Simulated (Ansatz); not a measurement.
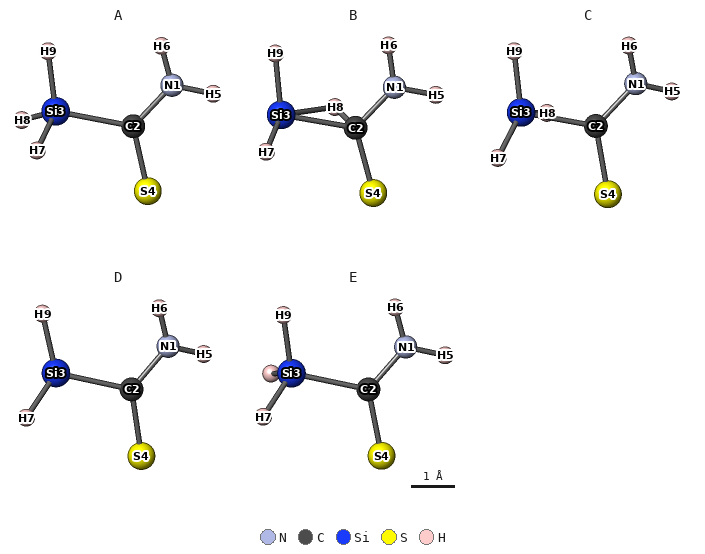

5 geometries from one relaxation of CH5NSSi, in shuffled order. The picture is a ball-and-stick view, seen at a tilt.

The run prepares an end point of a later path (hydrogen shift) calculation, from a guessed geometry.

Method: Ansatz 0.2.0, RKS PBE0/def2-SVP. Settings: no spin polarisation; force threshold 0.02 eV/Å; at most 50 steps.

Order the frames from highest to lowest energy.

Answer. B, C, D, E, A. They are steps 0, 3, 5, 8, 13, at +430.6 kJ/mol, +219.6 kJ/mol, +88.2 kJ/mol, +8.62 kJ/mol relative to the last. The energy falls by 430.6 kJ/mol in 13 geometry steps. Largest force component: 6.5 eV/Å at the start, 0.017 eV/Å at the end. H8 moves most after the best rigid fit: 1.87 Å. Largest moves by element: H 1.87 Å, N 0.32 Å, C 0.30 Å, Si 0.28 Å, S 0.23 Å. Some distances before and after: C2–H8 1.090 → 2.767 Å, Si3–H8 1.911 → 1.489 Å, Si3–H7 1.543 → 1.489 Å, N1–H5 1.065 → 1.016 Å. Bonds break: C2–H8 (1.09 → 2.77 Å). Among the angles between lasting bonds that change: H5–N1–H6 112.6° → 118.8°, C2–N1–H6 127.4° → 122.0°, H7–Si3–H9 104.2° → 109.0°.
